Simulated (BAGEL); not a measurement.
# Si3H8 (SMILES [SiH3][SiH2][SiH3]), step by step

We compute the energy (HF/def2-SVP), then the energy (NEVPT2(2,2)/def2-SVP) of Si3H8. 

The calculation is run with BAGEL 1.2.2.

2 further runs of the same task are left out: 2 set aside as unsound or not needed.

### 1 The molecule

Si3H8 has 11 atoms, charge 0, and is taken as a singlet. As SMILES, `[SiH3][SiH2][SiH3]`. The Si2–Si3 distance was set to 3.741 Å, away from the relaxed value. At this shape a bond of the SMILES string is far longer than usual.

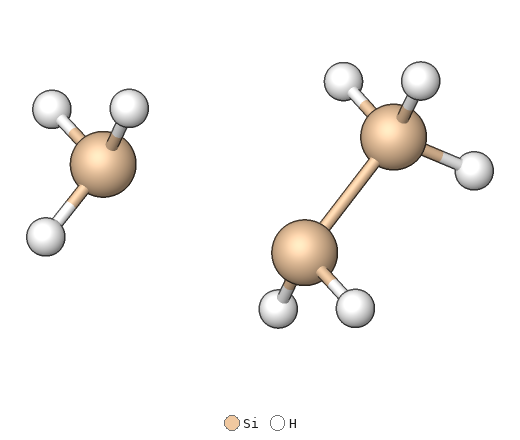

The structure, seen from a chosen angle (silicon light orange, hydrogen white).

### 2 A single-point energy at HF/def2-SVP (density fitting with svp-jkfit) (run 1)

Input file input.json:

```json
{ "bagel": [

{
  "title": "molecule",
  "basis": "svp",
  "df_basis": "svp-jkfit",
  "angstrom": true,
  "geometry": [
    { "atom": "Si", "xyz": [      -2.549278,       1.346990,      -1.148716 ] },
    { "atom": "Si", "xyz": [      -1.719278,      -0.827040,      -0.919766 ] },
    { "atom": "Si", "xyz": [       1.631930,      -0.774400,       0.742750 ] },
    { "atom": "H", "xyz": [      -3.882558,       1.347980,      -1.808566 ] },
    { "atom": "H", "xyz": [      -1.610738,       2.160700,      -1.967516 ] },
    { "atom": "H", "xyz": [      -2.679248,       1.980350,       0.191194 ] },
    { "atom": "H", "xyz": [      -1.600108,      -1.459900,      -2.263606 ] },
    { "atom": "H", "xyz": [      -2.667088,      -1.640540,      -0.107056 ] },
    { "atom": "H", "xyz": [       1.515950,      -0.154940,       2.090430 ] },
    { "atom": "H", "xyz": [       2.583820,       0.031780,      -0.068050 ] },
    { "atom": "H", "xyz": [       2.179610,      -2.149160,       0.894770 ] }
  ]
},

{
  "title": "hf",
  "charge": 0
},

{
  "title": "print",
  "file": "orbitals.molden",
  "orbitals": true
}

]}
```

Launch:

```console
$ BAGEL_NUM_THREADS=1 BAGEL input.json > input.out
```

Log:

```text
* using 1 threads per process

  ===============================================================
  ===============================================================

  *** Geometry ***

  { "atom" : "Si", "xyz" : [     -4.817437,      2.545442,     -2.170759 ] },
  { "atom" : "Si", "xyz" : [     -3.248965,     -1.562879,     -1.738106 ] },
  { "atom" : "Si", "xyz" : [      3.083901,     -1.463404,      1.403594 ] },
  { "atom" : "H", "xyz" : [     -7.336971,      2.547313,     -3.417694 ] },
  { "atom" : "H", "xyz" : [     -3.043854,      4.083131,     -3.718066 ] },
  { "atom" : "H", "xyz" : [     -5.063045,      3.742319,      0.361304 ] },
  { "atom" : "H", "xyz" : [     -3.023766,     -2.758811,     -4.277595 ] },
  { "atom" : "H", "xyz" : [     -5.040066,     -3.100171,     -0.202307 ] },
  { "atom" : "H", "xyz" : [      2.864730,     -0.292794,      3.950340 ] },
  { "atom" : "H", "xyz" : [      4.882712,      0.060055,     -0.128596 ] },
  { "atom" : "H", "xyz" : [      4.118866,     -4.061324,      1.690870 ] },

  Number of auxiliary basis functions:      528

  Since a DF basis is specified, we compute 2- and 3-index integrals:
    o Being stored without compression. Storage requirement is 0.037 GB

  Number of basis functions:       94
  Number of electrons      :       50

    * METHOD: MOLECULE                             0.30

  *** RHF ***

  === Nuclear Repulsion ===
   164.0935039752

      * DIIS with orbital gradients will be used.

  === RHF iteration (svp) ===
      0       -870.98920929          0.00730526           0.12
      1       -871.05057543          0.00216657           0.11
      2       -871.05684292          0.00060620           0.11
      3       -871.05728139          0.00011687           0.11
      4       -871.05730449          0.00002908           0.11
      5       -871.05730627          0.00000493           0.11
      6       -871.05730633          0.00000137           0.11
      7       -871.05730633          0.00000035           0.11
      8       -871.05730633          0.00000011           0.11
      9       -871.05730633          0.00000003           0.11
     10       -871.05730633          0.00000001           0.11
     11       -871.05730633          0.00000000           0.11
    * SCF iteration converged.

    * Permanent dipole moment:
           (    0.008498,    -0.016336,     0.002747) a.u.

    * METHOD: HF                                   1.58

    * METHOD: PRINT                                0.02

  ===============================================================
```

Run time: 2 s. Hardware: 1 thread of Arm Neoverse V1, shared host; peak memory 0.15 GiB.

### 3 The energy at NEVPT2(2,2)/def2-SVP (density fitting with svp-jkfit) (run 2)

Input file calc.json:

```json
{ "bagel": [

{
  "title": "molecule",
  "basis": "svp",
  "df_basis": "svp-jkfit",
  "angstrom": "true",
  "geometry": [
    { "atom": "Si", "xyz": [   -2.549278,    1.346990,   -1.148716 ] },
    { "atom": "Si", "xyz": [   -1.719278,   -0.827040,   -0.919766 ] },
    { "atom": "Si", "xyz": [    1.631930,   -0.774400,    0.742750 ] },
    { "atom": "H", "xyz": [   -3.882558,    1.347980,   -1.808566 ] },
    { "atom": "H", "xyz": [   -1.610738,    2.160700,   -1.967516 ] },
    { "atom": "H", "xyz": [   -2.679248,    1.980350,    0.191194 ] },
    { "atom": "H", "xyz": [   -1.600108,   -1.459900,   -2.263606 ] },
    { "atom": "H", "xyz": [   -2.667088,   -1.640540,   -0.107056 ] },
    { "atom": "H", "xyz": [    1.515950,   -0.154940,    2.090430 ] },
    { "atom": "H", "xyz": [    2.583820,    0.031780,   -0.068050 ] },
    { "atom": "H", "xyz": [    2.179610,   -2.149160,    0.894770 ] }
  ]
},
{
  "title": "hf"
},
{
  "title": "nevpt2",
  "nstate": 1,
  "nact": 2,
  "nclosed": 24,
  "nspin": 0,
  "active": [25, 26],
  "maxiter": 200,
  "natocc": "true",
  "ncore": 15
},
{
  "title": "print",
  "file": "orbitals.molden",
  "orbitals": "true"
}

]}
```

Launch:

```console
$ BAGEL_NUM_THREADS=1 BAGEL calc.json > calc.out
```

Log:

```text
* using 1 threads per process

  ===============================================================
  ===============================================================

  *** Geometry ***

  { "atom" : "Si", "xyz" : [     -4.817437,      2.545442,     -2.170759 ] },
  { "atom" : "Si", "xyz" : [     -3.248965,     -1.562879,     -1.738106 ] },
  { "atom" : "Si", "xyz" : [      3.083901,     -1.463404,      1.403594 ] },
  { "atom" : "H", "xyz" : [     -7.336971,      2.547313,     -3.417694 ] },
  { "atom" : "H", "xyz" : [     -3.043854,      4.083131,     -3.718066 ] },
  { "atom" : "H", "xyz" : [     -5.063045,      3.742319,      0.361304 ] },
  { "atom" : "H", "xyz" : [     -3.023766,     -2.758811,     -4.277595 ] },
  { "atom" : "H", "xyz" : [     -5.040066,     -3.100171,     -0.202307 ] },
  { "atom" : "H", "xyz" : [      2.864730,     -0.292794,      3.950340 ] },
  { "atom" : "H", "xyz" : [      4.882712,      0.060055,     -0.128596 ] },
  { "atom" : "H", "xyz" : [      4.118866,     -4.061324,      1.690870 ] },

  Number of auxiliary basis functions:      528

  Since a DF basis is specified, we compute 2- and 3-index integrals:
    o Being stored without compression. Storage requirement is 0.037 GB

  Number of basis functions:       94
  Number of electrons      :       50

    * METHOD: MOLECULE                             0.30

  *** RHF ***

  === Nuclear Repulsion ===
   164.0935039752

      * DIIS with orbital gradients will be used.

  === RHF iteration (svp) ===
      0       -870.98920929          0.00730526           0.12
      1       -871.05057543          0.00216657           0.11
      2       -871.05684292          0.00060620           0.11
      3       -871.05728139          0.00011687           0.11
      4       -871.05730449          0.00002908           0.11
      5       -871.05730627          0.00000493           0.11
      6       -871.05730633          0.00000137           0.11
      7       -871.05730633          0.00000035           0.11
      8       -871.05730633          0.00000011           0.11
      9       -871.05730633          0.00000003           0.12
     10       -871.05730633          0.00000001           0.11
     11       -871.05730633          0.00000000           0.11
    * SCF iteration converged.

    * Permanent dipole moment:
           (    0.008498,    -0.016336,     0.002747) a.u.

    * METHOD: HF                                   1.59

    * freezing 15 orbitals
  ---------------------------
      CASSCF calculation
  ---------------------------

    ==== Active orbitals : =====
         Orbital 25
         Orbital 26
    ============================

    * nstate   :      1
    * nclosed  :     24
    * nact     :      2
    * nvirt    :     68
  === CASSCF iteration (svp) ===

    * Using the second-order algorithm

      0  0      -871.08509385     2.20e-03      0.03

      1  0      -871.09692933     4.05e-04      0.56

      2  0      -871.09722832     7.85e-05      0.54

      3  0      -871.09723395     1.18e-05      0.56

      4  0      -871.09723406     1.67e-06      0.55

      5  0      -871.09723406     2.44e-07      0.57

      6  0      -871.09723406     3.83e-08      0.51

      7  0      -871.09723406     6.82e-09      0.48

    * Second-order optimization converged. *

     guess   0:   closed 1.                   open ..

  === FCI iteration ===

      0  0      -871.05426497     5.45e-02      0.00
      1  0      -871.09722681     6.90e-04      0.00
      2  0 *    -871.09723406     2.48e-16      0.00

     * ci vector, state   0, <S^2> = 0.0000
       2.     0.9303568725
       .2    -0.3666552737

  === DF-NEVPT2 calculation ===

    * 3-index integral transformation done
    * assembly done

      NEVPT2 correlation energy:   -0.2888425510      0.18

          (+0)     -0.2408260822
          (+0)'    -0.0088917468
          (+1)     -0.0086905551
          (+1)'    -0.0000000000
          (+2)     -0.0003217026
          (-1)     -0.0285938149
          (-1)'     0.0000000000
          (-2)     -0.0015186493

      NEVPT2 total energy:       -871.3860766143

    * METHOD: NEVPT2                               4.44

    * METHOD: PRINT                                0.02

  ===============================================================
```

Run time: 6.6 s. Hardware: 1 thread of Arm Neoverse V1, shared host; peak memory 0.15 GiB.

### 4 Summary of results

| quantity | value |
| --- | --- |
| run 1, HF/def2-SVP: total energy | -871.05731 Eh |
| run 1, HF/def2-SVP: dipole moment | 0.05 D |
| run 1, HF/def2-SVP: HOMO energy | -7.75 eV |
| run 1, HF/def2-SVP: LUMO energy | -0.09 eV |
| run 1, HF/def2-SVP: HOMO–LUMO gap | 7.66 eV |
| run 2, NEVPT2(2,2)/def2-SVP: total energy | -871.38608 Eh |

**Reading.** One bond (run 1, HF/def2-SVP) is far stretched, which a spin-restricted single reference describes badly; a broken-symmetry solution may lie lower.
